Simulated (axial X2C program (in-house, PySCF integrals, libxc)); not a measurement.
# All-electron X2C curves of InBr

Aim: find the lowest determinant of InBr, scan the bond at several levels and fit the constants, once spin-free and once with spin–orbit coupling.

The runs use an in-house X2C program for linear molecules on PySCF integrals; all-electron X2C, In dyall-cv3z, Br dyall-cv3z.

All values are calculated.

### 1 Set-up

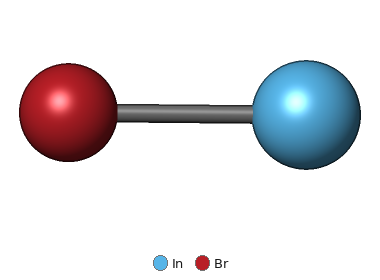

The two atoms at 2.560 Å (indium blue, bromine red).

The input, task.json:

```json
{"zs": [49, 35], "q": 0, "bas": ["dyall-cv3z", "dyall-cv3z"], "levels": ["PBE0", "HF", "BHandHLYP"], "cc": true, "r0": 2.56, "thr": -2.0, "nmax": 110, "npts": 10, "nst": 2, "ntry": 8}
```

Keys: zs atomic numbers; q charge; bas basis sets; levels methods (HF also brings MP2); cc coupled cluster on or off; r0 starting distance in Å; thr threshold in hartree for freezing inner shells (an s shell follows its p shell); nmax most natural virtual spinors; npts points asked for on the curve; nst determinants followed; ntry starts of the search.

The run is started by

```bash
$ python so2c.py task.json out
```

Spin-free means the one-electron spin-free X2C Hamiltonian; two-component (2c) means X2C with spin–orbit coupling and atomic mean-field two-electron Coulomb and Gaunt terms. Basis: In dyall-cv3z contracted to [11s12p9d4f1g], Br dyall-cv3z contracted to [8s9p6d4f1g]; Gaussian nuclei, density fitting. Masses: In 114.904 u, Br 78.918 u.

Notation: σ, π±, δ± give the projection m of an orbital's angular momentum (0, ±1, ±2), α and β its spin, Λ and M_S the sums; ω is the projection of a spinor's total angular momentum and Ω the sum. Logs are in hartree.

After this run come: PBE0, spin-free; HF, spin-free; BHandHLYP, spin-free; MP2 and beyond, spin-free; PBE0, 2c; HF, 2c; BHandHLYP, 2c; MP2 and beyond, 2c.

Before running it: what results should come out? Wanted: for each run, Hamiltonian; Re; ωe; De; μ.

**Answer**, as computed:

Lowest determinant that the search found at its distance, spin-free: M_S = 0, Λ = 0 (closed shell).

Lowest determinant that the search found at its distance, 2c: Ω = 0 (closed shell).

```
Hamiltonian      level  Re (Å)  ωe (cm⁻¹)  De (eV)  μ (D)
  spin-free       PBE0   2.560      218.4     4.16  -3.49
  spin-free         HF   2.586      213.1     3.06  -3.82
  spin-free        MP2   2.550      222.1     4.16    n/a
  spin-free       CCSD   2.567      215.4     4.05    n/a
  spin-free    CCSD(T)   2.558      223.9     4.02    n/a
  spin-free  BHandHLYP   2.570      216.6     3.94  -3.75
         2c       PBE0   2.561      218.2     3.97  -3.47
         2c         HF   2.587      213.1     2.72  -3.80
         2c        MP2   2.551      221.9     3.89    n/a
         2c       CCSD   2.567      215.3     3.75    n/a
         2c    CCSD(T)   2.559      223.7     3.71    n/a
         2c  BHandHLYP   2.571      216.5     3.58  -3.72
```

Dipoles are positive if Br is the positive end.

What this shows: At CCSD(T), going from spin-free to two-component changes Re by +1 mÅ, ωe by -0.1 %; the spin-free picture holds up (part of it comes from the scalar share of the two-electron terms). De moves by -0.30 eV; both De rest on single-determinant atoms, which can miss part of an open shell's spin–orbit lowering.

De refers to In + Br, each in the lowest determinant found, which need not be this curve's own limit. The state is a single determinant with fixed occupations, the lowest that a limited PBE0 search found. Closed shells are restricted here (equal orbitals for both partners), which fails at long range if the bond breaks into open shells. De is counted from the lowest determinant-based energies of the atoms at the same level, without counterpoise correction. CCSD and (T) use frozen natural virtuals with an MP2 correction for the truncation.
